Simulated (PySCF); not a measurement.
# BH6NOSi: electronic excitations at several levels of theory

Aim: compute the electronic excitations of BH6NOSi (`NBO[SiH3]`) at several levels, and see how far they spread and what each costs.

The runs use PySCF 2.14.0, with density-fitted response routines of our own; the level of theory stands in each step. All values are computed, except where a source is named. Atoms are numbered from 0 throughout.

### Step 1. The starting structure

10 atoms, charge 0, multiplicity 1; geometry from: GFN2-xTB. The atoms were then displaced at random by about 0.01 Å, so the start is not that level's minimum.

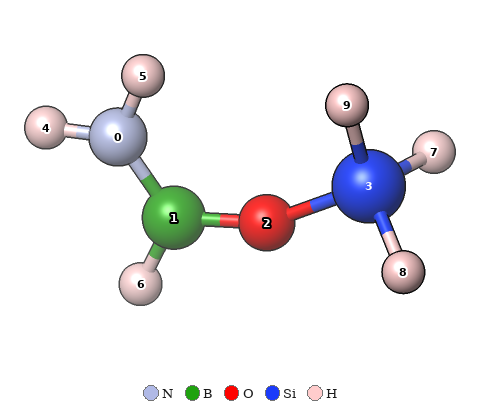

As it starts; nitrogen light blue, boron green, oxygen red, silicon blue, hydrogen pink, atoms numbered; sticks join atoms by distance.

### Step 2. Relaxing the molecule at PBE0-D3(BJ)/def2-SVP

What the job is given:

```
{"job": {"xc": "PBE0", "basis": "def2-SVP", "d3": "d3bj", "grid": 1, "shake": 0.01, "kind": "geom"}, "charge": 0, "multiplicity": 1}
N     -1.786110    -0.126610    -0.126600
B     -0.755620    -0.983220     0.110700
O      0.467930    -0.531590     0.346530
Si     1.650570     0.587380     0.572820
H     -2.752820    -0.398910    -0.320580
H     -1.690860     0.902480    -0.141440
H     -0.935920    -2.139930     0.105420
H      2.414630     0.643180    -0.665060
H      2.390620     0.116700     1.741500
H      1.048010     1.909600     0.870700
```

Run with:

```
OMP_NUM_THREADS=1 python probes_run.py task.json out
```

This one command runs all jobs of the session in turn.

What it wrote:

```text
step   0  E = -447.52499893  max force = 0.046802
step   1  E = -447.53110779  max force = 0.009020
step   2  E = -447.53165235  max force = 0.004496
step   3  E = -447.53202437  max force = 0.002596
step   4  E = -447.53202053  max force = 0.005678
step   5  E = -447.53234054  max force = 0.002237
step   6  E = -447.53249588  max force = 0.001591
step   7  E = -447.53264098  max force = 0.001639
step   8  E = -447.53272914  max force = 0.001143
step   9  E = -447.53275010  max force = 0.000724
step  10  E = -447.53276639  max force = 0.000367
step  11  E = -447.53277130  max force = 0.000208
optimisation converged
```

Wall time 30 s (1 thread of Arm Neoverse V1, shared host); peak memory 0.37 GiB.

Along the way:

```tsv
step	energy from step 0 (eV)	largest force component (eV/Å)
0	0.0000	2.4067
1	-0.1662	0.4638
2	-0.1810	0.2312
3	-0.1912	0.1335
4	-0.1911	0.2920
5	-0.1998	0.1150
6	-0.2040	0.0818
7	-0.2080	0.0843
8	-0.2103	0.0588
9	-0.2109	0.0372
10	-0.2114	0.0189
11	-0.2115	0.0107
```

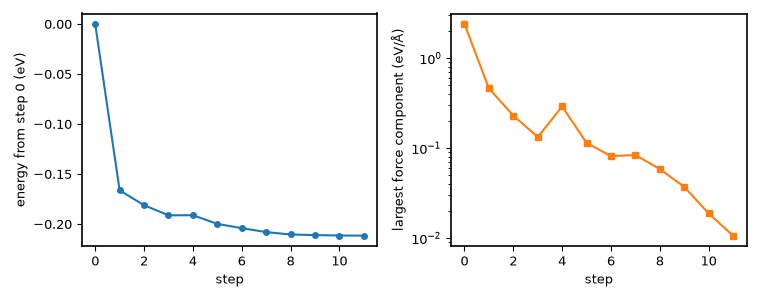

Energy and force, step by step.

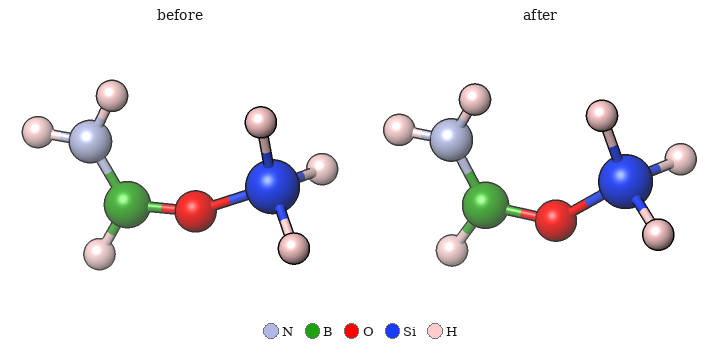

Before and after, at one scale.

Close pairs (by a distance rule), those that changed most:

```tsv
bond	before (Å)	after (Å)	change (Å)
B1–O2	1.325	1.371	+0.046
B1–H6	1.171	1.211	+0.041
N0–B1	1.361	1.402	+0.041
Si3–H7	1.456	1.491	+0.036
Si3–H8	1.461	1.489	+0.028
N0–H5	1.034	1.012	-0.022
Si3–H9	1.483	1.499	+0.016
O2–Si3	1.644	1.658	+0.014
```

The final coordinates are the input of the step that follows.

```tsv
at the end point	value
point group (found at 0.08 Å tolerance)	C1
rotational constants (GHz, main isotopes)	16.255, 3.221, 2.777
dipole moment (D)	2.22
```

### Step 3. TDDFT and polarisability: PBE0/def2-TZVP

What the job is given:

```
{"job": {"kind": "uv", "xc": "PBE0", "basis": "def2-TZVP"}, "charge": 0, "multiplicity": 1}
N     -1.716258    -0.082111    -0.031895
B     -0.719461    -1.060116     0.087044
O      0.595184    -0.756711     0.332124
Si     1.562271     0.575909     0.525898
H     -2.679811    -0.327954    -0.207819
H     -1.554600     0.912716     0.058388
H     -1.022632    -2.227234    -0.029285
H      2.394124     0.772146    -0.696283
H      2.445802     0.358463     1.705009
H      0.744654     1.811591     0.753249
```

Method: TDDFT PBE0/def2-TZVP, vertical, gas phase, core orbitals frozen in the response.

What it wrote:

```text
coarse grid: 8584 points
cycle   1  E = -447.7168173002  dE =  2.294e-01  |g| = 7.523e-01  |ddm| = 2.213e+00
cycle   2  E = -447.5318416188  dE =  1.850e-01  |g| = 1.239e+00  |ddm| = 1.134e+00
cycle   3  E = -447.8189022129  dE = -2.871e-01  |g| = 1.190e-01  |ddm| = 7.787e-01
cycle   4  E = -447.8208929605  dE = -1.991e-03  |g| = 6.130e-02  |ddm| = 8.424e-02
cycle   5  E = -447.8216321810  dE = -7.392e-04  |g| = 8.547e-03  |ddm| = 3.315e-02
cycle   6  E = -447.8216471256  dE = -1.494e-05  |g| = 1.850e-03  |ddm| = 6.205e-03
cycle   7  E = -447.8216480168  dE = -8.912e-07  |g| = 3.090e-04  |ddm| = 1.776e-03
final grid: 77568 points
cycle   8  E = -447.8162241255  dE = -3.505e-05  |g| = 7.729e-03  |ddm| = 3.956e-02
cycle   9  E = -447.8162079707  dE =  1.615e-05  |g| = 1.202e-02  |ddm| = 9.023e-03
cycle  10  E = -447.8162350291  dE = -2.706e-05  |g| = 9.103e-04  |ddm| = 5.708e-03
cycle  11  E = -447.8162351926  dE = -1.635e-07  |g| = 2.776e-04  |ddm| = 7.289e-04
cycle  12  E = -447.8162352060  dE = -1.342e-08  |g| = 8.446e-05  |ddm| = 1.705e-04
cycle  13  E = -447.8162352075  dE = -1.482e-09  |g| = 1.264e-05  |ddm| = 5.390e-05
cycle  14  E = -447.8162352075  dE = -3.718e-11  |g| = 2.073e-06  |ddm| = 1.186e-05
converged SCF energy = -447.8162352075

Static polarisability (au): isotropic 51.228, principal 43.251 50.615 59.819

Singlet excitations
state   eV       nm        f      main configurations
  1   7.0170    176.7   0.00934   H->L 0.95
  2   7.5549    164.1   0.02512   H-1->L 0.94
  3   7.7083    160.8   0.02040   H->L+2 0.54, H->L+1 0.31, H-2->L 0.10
  4   8.0584    153.9   0.13995   H->L+1 0.61, H->L+2 0.26
  5   8.0934    153.2   0.01980   H-1->L+1 0.75, H-1->L+2 0.19
  6   8.2555    150.2   0.00501   H-2->L 0.81, H->L+2 0.11
  7   8.4715    146.4   0.00245   H->L+5 0.60, H->L+3 0.20
  8   8.5479    145.0   0.00615   H-1->L+2 0.36, H->L+3 0.35, H->L+5 0.09
  9   8.6096    144.0   0.01379   H-1->L+2 0.37, H->L+3 0.33, H-1->L+1 0.09
 10   8.7620    141.5   0.02128   H->L+4 0.74, H-3->L 0.11

Triplet excitations (Tamm-Dancoff, eV): 6.6418 6.7728 7.1479 7.3296
```

Run time: 19 s. Hardware: 1 thread of Arm Neoverse V1, shared host; peak memory 0.73 GiB.

Frontier orbitals and where they lie:

```tsv
orbital	eV	atoms
HOMO−3	-9.80	Si3 28 %, B1 18 %, H6 16 %
HOMO−2	-9.36	Si3 32 %, H7 22 %, H8 13 %
HOMO−1	-8.66	O2 34 %, B1 18 %, Si3 15 %
HOMO	-8.02	N0 58 %, O2 16 %, B1 15 %
LUMO	0.29	Si3 72 %, B1 9 %, H5 5 %
LUMO+1	1.06	B1 50 %, Si3 19 %, N0 11 %
LUMO+2	1.15	B1 30 %, Si3 17 %, H5 15 %
```

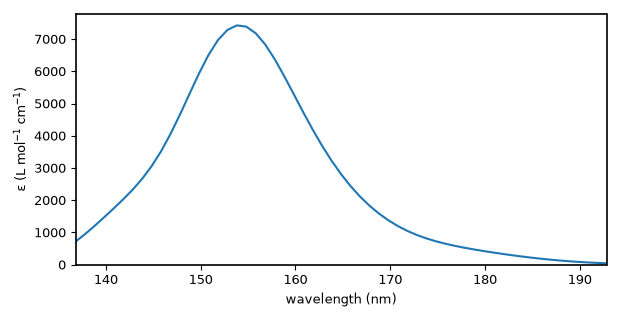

Absorption spectrum: each of the 10 states is a Gaussian band of 0.4 eV half-width at 1/e. Beyond the last state computed it falls off for lack of states.

Ground-state properties from the same run:

```tsv
property	computed
dipole moment (D)	1.95
polarisability (Å³)	7.59
HOMO–LUMO gap (eV)	8.32
−ε(HOMO) (eV)	8.02
```

### Step 4. Excited states and response: PBE0/aug-cc-pVDZ

Settings changed since step 3:

```diff
@@ -1,2 +1,2 @@
-{"job": {"kind": "uv", "xc": "PBE0", "basis": "def2-TZVP"}, "charge": 0, "multiplicity": 1}
+{"job": {"kind": "uv", "xc": "PBE0", "basis": "aug-cc-pVDZ"}, "charge": 0, "multiplicity": 1}
 N     -1.716258    -0.082111    -0.031895
```

Level: TDDFT PBE0/aug-cc-pVDZ, vertical, gas phase, core orbitals frozen in the response.

What it wrote:

```text
coarse grid: 8584 points
cycle   1  E = -447.6428120620  dE =  2.676e-01  |g| = 7.043e-01  |ddm| = 6.956e+00
cycle   2  E = -447.4658782783  dE =  1.769e-01  |g| = 1.175e+00  |ddm| = 2.598e+00
cycle   3  E = -447.7392832978  dE = -2.734e-01  |g| = 1.094e-01  |ddm| = 1.550e+00
cycle   4  E = -447.7411361656  dE = -1.853e-03  |g| = 5.441e-02  |ddm| = 2.257e-01
cycle   5  E = -447.7417649758  dE = -6.288e-04  |g| = 7.717e-03  |ddm| = 8.120e-02
cycle   6  E = -447.7417795748  dE = -1.460e-05  |g| = 1.496e-03  |ddm| = 1.672e-02
cycle   7  E = -447.7417802156  dE = -6.408e-07  |g| = 2.150e-04  |ddm| = 4.014e-03
final grid: 77568 points
cycle   8  E = -447.7507654391  dE = -1.458e-05  |g| = 7.038e-03  |ddm| = 9.015e-02
cycle   9  E = -447.7507511246  dE =  1.431e-05  |g| = 1.101e-02  |ddm| = 2.292e-02
cycle  10  E = -447.7507757208  dE = -2.460e-05  |g| = 8.275e-04  |ddm| = 1.389e-02
cycle  11  E = -447.7507758825  dE = -1.616e-07  |g| = 1.925e-04  |ddm| = 1.749e-03
cycle  12  E = -447.7507758888  dE = -6.358e-09  |g| = 7.073e-05  |ddm| = 3.707e-04
cycle  13  E = -447.7507758900  dE = -1.138e-09  |g| = 1.054e-05  |ddm| = 1.276e-04
cycle  14  E = -447.7507758900  dE = -3.035e-11  |g| = 2.148e-06  |ddm| = 3.320e-05
converged SCF energy = -447.7507758900

Static polarisability (au): isotropic 55.595, principal 47.723 54.572 64.492

Singlet excitations
state   eV       nm        f      main configurations
  1   6.5773    188.5   0.03461   H->L 0.95
  2   7.0560    175.7   0.00667   H->L+1 0.80, H->L+2 0.14
  3   7.3115    169.6   0.01116   H-1->L 0.72, H-1->L+1 0.20
  4   7.4258    167.0   0.00178   H->L+2 0.73, H->L+1 0.12
  5   7.6316    162.5   0.03812   H-1->L+1 0.64, H-1->L 0.23
  6   7.6472    162.1   0.05330   H->L+4 0.44, H->L+5 0.25, H->L+3 0.13
  7   7.7689    159.6   0.04961   H->L+4 0.38, H->L+5 0.29, H->L+3 0.16
  8   7.8616    157.7   0.00346   H->L+3 0.65, H->L+5 0.27
  9   7.8996    156.9   0.01392   H-1->L+3 0.62, H-1->L+5 0.19
 10   8.0081    154.8   0.00442   H-2->L 0.38, H->L+6 0.30, H-2->L+1 0.18

Triplet excitations (Tamm-Dancoff, eV): 6.3568 6.5514 6.8822 6.9917
```

Wall time 15 s (1 thread of Arm Neoverse V1, shared host); peak memory 0.65 GiB.

In short: HOMO -8.00 eV, LUMO -0.22 eV; lowest singlet 6.58 eV.

### Step 5. Ultraviolet spectrum: PBE0/def2-TZVPD

Settings changed since step 4:

```diff
@@ -1,2 +1,2 @@
-{"job": {"kind": "uv", "xc": "PBE0", "basis": "aug-cc-pVDZ"}, "charge": 0, "multiplicity": 1}
+{"job": {"kind": "uv", "xc": "PBE0", "basis": "def2-TZVPD"}, "charge": 0, "multiplicity": 1}
 N     -1.716258    -0.082111    -0.031895
```

With the program's defaults for keys left out, this is: TDDFT PBE0/def2-TZVPD, vertical, gas phase, core orbitals frozen in the response.

What it wrote:

```text
coarse grid: 8584 points
cycle   1  E = -447.7181389027  dE =  2.293e-01  |g| = 7.515e-01  |ddm| = 2.400e+00
cycle   2  E = -447.5268560997  dE =  1.913e-01  |g| = 1.250e+00  |ddm| = 1.373e+00
cycle   3  E = -447.8201737869  dE = -2.933e-01  |g| = 1.174e-01  |ddm| = 9.933e-01
cycle   4  E = -447.8220529387  dE = -1.879e-03  |g| = 6.304e-02  |ddm| = 9.080e-02
cycle   5  E = -447.8228360797  dE = -7.831e-04  |g| = 8.703e-03  |ddm| = 3.910e-02
cycle   6  E = -447.8228513806  dE = -1.530e-05  |g| = 1.853e-03  |ddm| = 8.836e-03
cycle   7  E = -447.8228522717  dE = -8.911e-07  |g| = 3.311e-04  |ddm| = 2.244e-03
final grid: 77568 points
cycle   8  E = -447.8174233023  dE = -3.736e-05  |g| = 7.736e-03  |ddm| = 9.919e-02
cycle   9  E = -447.8174068752  dE =  1.643e-05  |g| = 1.208e-02  |ddm| = 1.095e-02
cycle  10  E = -447.8174342507  dE = -2.738e-05  |g| = 9.025e-04  |ddm| = 6.811e-03
cycle  11  E = -447.8174344104  dE = -1.597e-07  |g| = 2.882e-04  |ddm| = 9.044e-04
cycle  12  E = -447.8174344251  dE = -1.466e-08  |g| = 8.706e-05  |ddm| = 2.047e-04
cycle  13  E = -447.8174344266  dE = -1.565e-09  |g| = 1.335e-05  |ddm| = 6.472e-05
cycle  14  E = -447.8174344267  dE = -3.934e-11  |g| = 2.118e-06  |ddm| = 1.862e-05
converged SCF energy = -447.8174344267

Static polarisability (au): isotropic 55.047, principal 47.311 54.143 63.686

Singlet excitations
state   eV       nm        f      main configurations
  1   6.7316    184.2   0.02706   H->L 0.97
  2   7.2330    171.4   0.01639   H->L+1 0.81, H->L+2 0.11
  3   7.3609    168.4   0.01515   H-1->L 0.86
  4   7.7378    160.2   0.00169   H->L+2 0.75, H->L+1 0.12
  5   7.7742    159.5   0.09827   H->L+3 0.80
  6   7.8699    157.5   0.03244   H-1->L+1 0.86, H-1->L 0.10
  7   7.9678    155.6   0.02038   H-1->L+3 0.78
  8   8.0441    154.1   0.00012   H-2->L 0.69, H-2->L+1 0.09
  9   8.1020    153.0   0.01662   H->L+4 0.46, H->L+5 0.36
 10   8.2259    150.7   0.01653   H->L+5 0.53, H->L+4 0.27

Triplet excitations (Tamm-Dancoff, eV): 6.4999 6.6051 7.0045 7.0078
```

Wall time 24 s (1 thread of Arm Neoverse V1, shared host); peak memory 0.78 GiB.

Key values: HOMO -8.06 eV, LUMO -0.07 eV; lowest singlet 6.73 eV.

### Step 6. Excited states and response: PBE0/6-31+G*

Settings changed since step 5:

```diff
@@ -1,2 +1,2 @@
-{"job": {"kind": "uv", "xc": "PBE0", "basis": "def2-TZVPD"}, "charge": 0, "multiplicity": 1}
+{"job": {"kind": "uv", "xc": "PBE0", "basis": "6-31+G*"}, "charge": 0, "multiplicity": 1}
 N     -1.716258    -0.082111    -0.031895
```

Level: TDDFT PBE0/6-31+G*, vertical, gas phase, core orbitals frozen in the response.

What it wrote:

```text
coarse grid: 8584 points
cycle   1  E = -447.6606410492  dE =  2.476e-01  |g| = 6.922e-01  |ddm| = 2.709e+00
cycle   2  E = -447.4969206919  dE =  1.637e-01  |g| = 1.140e+00  |ddm| = 1.567e+00
cycle   3  E = -447.7558221199  dE = -2.589e-01  |g| = 1.026e-01  |ddm| = 1.065e+00
cycle   4  E = -447.7574171453  dE = -1.595e-03  |g| = 5.188e-02  |ddm| = 9.851e-02
cycle   5  E = -447.7579961393  dE = -5.790e-04  |g| = 7.750e-03  |ddm| = 3.962e-02
cycle   6  E = -447.7580107376  dE = -1.460e-05  |g| = 1.410e-03  |ddm| = 8.535e-03
cycle   7  E = -447.7580113038  dE = -5.662e-07  |g| = 1.720e-04  |ddm| = 1.850e-03
final grid: 77568 points
cycle   8  E = -447.7174772571  dE = -8.707e-06  |g| = 7.068e-03  |ddm| = 1.857e-02
cycle   9  E = -447.7174627192  dE =  1.454e-05  |g| = 1.104e-02  |ddm| = 1.176e-02
cycle  10  E = -447.7174878617  dE = -2.514e-05  |g| = 7.797e-04  |ddm| = 7.393e-03
cycle  11  E = -447.7174880045  dE = -1.428e-07  |g| = 1.599e-04  |ddm| = 8.510e-04
cycle  12  E = -447.7174880088  dE = -4.313e-09  |g| = 6.476e-05  |ddm| = 1.423e-04
cycle  13  E = -447.7174880098  dE = -9.313e-10  |g| = 7.951e-06  |ddm| = 5.415e-05
converged SCF energy = -447.7174880098

Static polarisability (au): isotropic 48.278, principal 41.137 47.424 56.272

Singlet excitations
state   eV       nm        f      main configurations
  1   6.6799    185.6   0.03686   H->L 0.97
  2   7.1592    173.2   0.01597   H->L+1 0.86, H->L+2 0.08
  3   7.4020    167.5   0.01662   H-1->L 0.82, H-1->L+1 0.12
  4   7.7069    160.9   0.00290   H->L+2 0.79, H->L+1 0.09
  5   7.8186    158.6   0.03229   H-1->L+1 0.82, H-1->L 0.15
  6   7.9596    155.8   0.08644   H->L+3 0.85
  7   8.0111    154.8   0.00846   H->L+4 0.65, H-1->L+3 0.09, H-2->L 0.09
  8   8.0716    153.6   0.01100   H-1->L+3 0.57, H->L+4 0.17
  9   8.1095    152.9   0.00094   H-2->L 0.56, H-2->L+1 0.16, H-1->L+3 0.15
 10   8.3578    148.3   0.01152   H->L+5 0.57, H-1->L+2 0.14, H->L+7 0.13

Triplet excitations (Tamm-Dancoff, eV): 6.4467 6.6457 6.9903 7.1028
```

Run time: 6.7 s. Hardware: 1 thread of Arm Neoverse V1, shared host; peak memory 0.52 GiB.

Key values: HOMO -8.00 eV, LUMO -0.05 eV; lowest singlet 6.68 eV.

### Step 7. Run by run: electronic excitations

Excitations and ground-state properties, with basis size and wall time:

```tsv
run	lowest singlet (eV)	brightest (eV)	f	gap (eV)	α (Å³)	μ (D)	functions	time
PBE0/def2-TZVP	7.02	8.06	0.140	8.32	7.59	1.95	166	19 s
PBE0/aug-cc-pVDZ	6.58	7.65	0.053	7.79	8.24	1.90	150	15 s
PBE0/def2-TZVPD	6.73	7.77	0.098	7.99	8.16	1.90	211	24 s
PBE0/6-31+G*	6.68	7.96	0.086	7.95	7.15	2.10	88	6.7 s
```

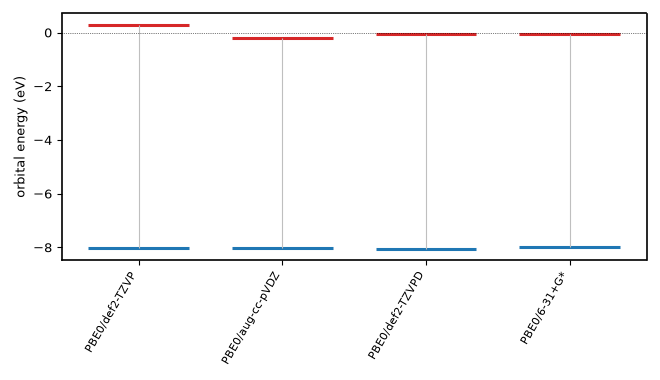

HOMO (blue) and LUMO (red) run by run.

### Step 8. What came out

| quantity | value |
| --- | --- |
| point group | C1 |
| rotational constants (main isotopes) | 16.25, 3.22, 2.78 GHz |
| lowest singlet (PBE0/def2-TZVP) | 7.02 eV (177 nm), f = 0.009 |
| brightest single state of those computed | state 4, 8.06 eV, f = 0.140 |
| lowest triplet | 6.64 eV |
| range of the lowest singlet | 6.58 to 7.02 eV |

What this shows: Single values in the summary come from the first run of each kind that ended normally (PBE0/def2-TZVP), which need not be the best level. Relaxing lowered the energy by 0.211 eV in 11 steps; the close pair that moved most is B1–O2, from 1.325 to 1.371 Å. No frequency check was run at this level, so the end point may be a saddle. The first singlet state (HOMO→LUMO 0.95) lies at 7.02 eV and is weak; of the 10 states computed, the strongest absorption comes from state 4 at 8.06 eV. The lowest triplet lies 0.38 eV below the lowest singlet (triplets in Tamm-Dancoff, singlets in full TDDFT). States above −ε(HOMO) lie where TDDFT describes them poorly and they hang on the basis; the brightest is among them. The basis of PBE0/def2-TZVP has no diffuse functions, so Rydberg states are missing and the high states are unreliable. The lowest singlet runs from 6.58 eV (PBE0/aug-cc-pVDZ) to 7.02 eV (PBE0/def2-TZVP), while the orbital gap spans 7.79 to 8.32 eV. The lowest state need not be the same one in every run.
